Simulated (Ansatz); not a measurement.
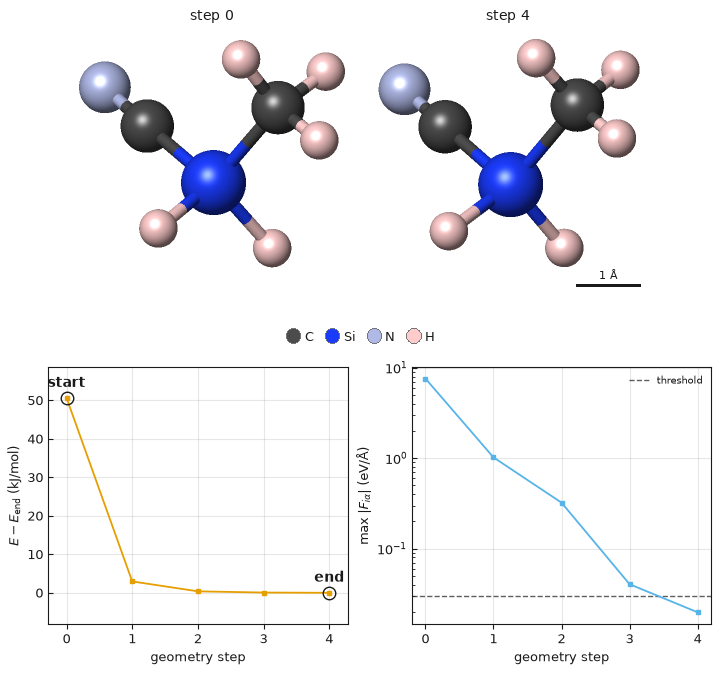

First and last geometry of a relaxation of C$_{2}$H$_{5}$NSi (coarse preliminary run), with the history of the run. Style: ball-and-stick. Shown from a free direction.

The start comes from a force field.

All numbers below come from Ansatz, RKS PBE-D4/def2-SVP. Set-up: force threshold 0.03 eV/Å; at most 200 steps.

> Read the history and describe the run.

It converged. The largest moves after the best rigid fit, 0.10 Å, are those of N and H atoms. Largest moves by element: N 0.10 Å, H 0.10 Å, C 0.08 Å, Si 0.04 Å. Among the contacts that change: C–N 1.261 → 1.174 Å, C–Si 1.798 → 1.880 Å, H–Si 1.450 → 1.501 Å, H–Si 1.533 → 1.501 Å. Among the angles between lasting bonds that change: H–C–H 102.6° → 108.4°, C–Si–H 110.8° → 106.5°, Si–C–H 114.6° → 110.7°. The energy falls by 50.6 kJ/mol in 4 geometry steps. Largest force component: 7.6 eV/Å at the start, 0.02 eV/Å at the end. The run took roughly 10 core-seconds on a shared host.

```csv
step,"E − E(0), kJ/mol","largest force component, eV/Å"
0,0.00,7.6000
1,-47.65,1.0220
2,-50.22,0.3230
3,-50.53,0.0405
4,-50.60,0.0198
```
